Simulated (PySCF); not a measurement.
# C7H6O2 (phenyl formate): the cost of one run

Programs: PySCF 2.14.0, with routines of our own; each step states its level. All values are computed. Atoms count from 0.

### 1 The system as given

15 atoms, charge 0, multiplicity 1; geometry from: GFN2-xTB.

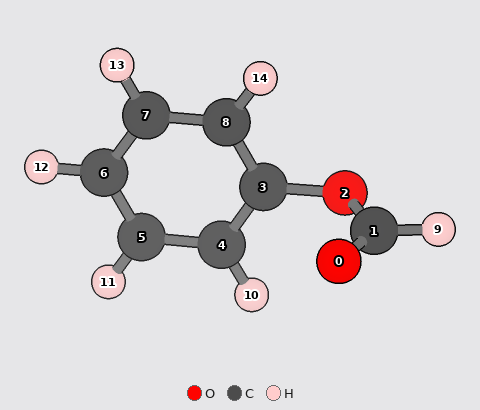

The starting geometry (oxygen red, carbon dark grey, hydrogen pink).

### 2 Optimising the geometry at PBE0-D3(BJ)/def2-SVP

What the job is given:

```
{"job": {"xc": "PBE0", "basis": "def2-SVP", "d3": "d3bj", "grid": 2, "kind": "geom"}, "charge": 0, "multiplicity": 1}
O      2.599475    -0.289159     1.311688
C      2.792113    -0.218207     0.136432
O      1.883217    -0.088272    -0.818069
C      0.534259    -0.014463    -0.431849
C     -0.205353    -1.177959    -0.298468
C     -1.543223    -1.090968     0.045369
C     -2.129560     0.145148     0.257797
C     -1.378897     1.301266     0.127545
C     -0.040529     1.227272    -0.216175
H      3.788368    -0.250457    -0.339253
H      0.267510    -2.134315    -0.461510
H     -2.126972    -1.992637     0.152335
H     -3.172352     0.207481     0.529797
H     -1.833179     2.265309     0.298924
H      0.560709     2.117951    -0.316476
```

Started as:

```
$ OMP_NUM_THREADS=1 python excited_run.py task.json out
```

The driver reads the jobs from task.json and runs them one after another.

**Question.** How long does this first job take on 1 thread of AMD EPYC 9R14, shared host, and how much memory does it need?

About 51 s, with a peak of 0.75 GiB.
